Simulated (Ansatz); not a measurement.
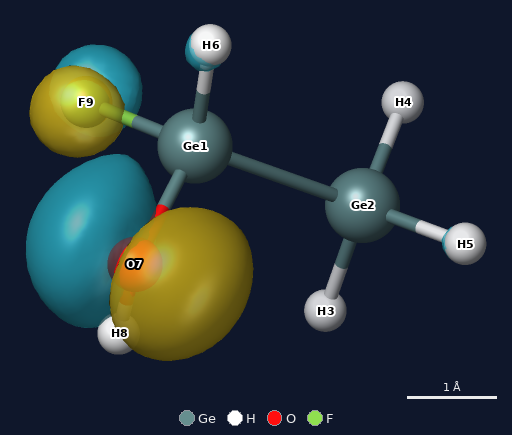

Figure. FGe2H5O. The HOMO−1 at ±0.15 Å⁻³ᐟ² (yellow and cyan are the two phases), seen at a tilt.

The calculation used RKS PBE0-D4/def2-SVP (Ansatz).

```xyz
9

Ge    0.0999    0.0311   -0.0255
Ge   -0.0236    0.0190    2.3955
H    -1.4970   -0.1323    2.8128
H     0.7945   -1.1525    2.9624
H     0.5244    1.3463    2.9492
H     1.4627    0.2263   -0.7023
O    -0.9481    1.2555   -0.7554
H    -1.8557    1.2232   -0.4334
F    -0.5120   -1.5296   -0.5278
```

Q: What is the character of this orbital?

A: Its weight (Hirshfeld) is mainly on O7 (about 70 %), F9 (about 10 %) and Ge1 (about 10 %); largely a lone pair of O7. Its energy is −9.35 eV.
